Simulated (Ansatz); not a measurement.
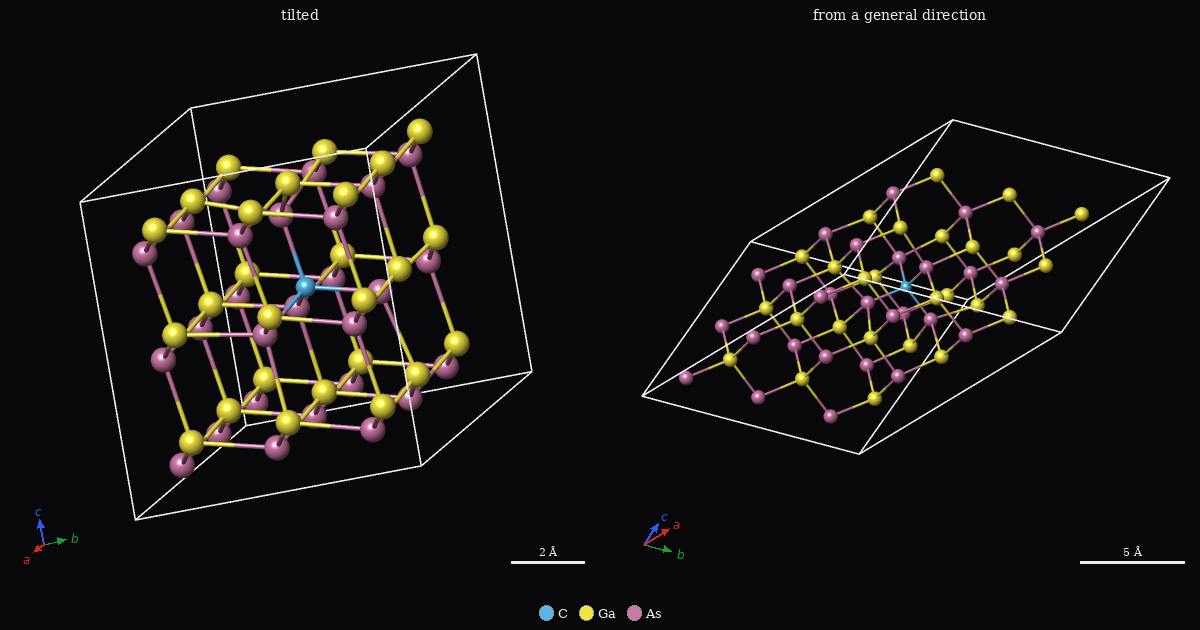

Figure: ball-and-stick view slightly off an axis and from a general direction. The edges of the supercell are marked. The host is GaAs, in a cell of 54 sites, and the cell carries a charge of +1.

Spot the defect.

Carbon on a gallium site (a substitutional impurity). It is bonded to four As in a tetrahedral arrangement at about 2.1 Å.

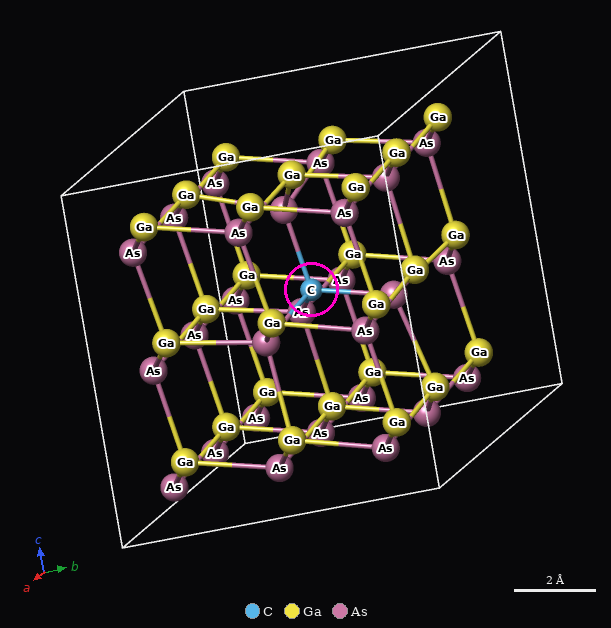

The same cell with a ring at the defect's site.

The atoms were relaxed in the host's cell with DFT LDA, scalar-relativistic, plane waves, PAW (Ansatz).
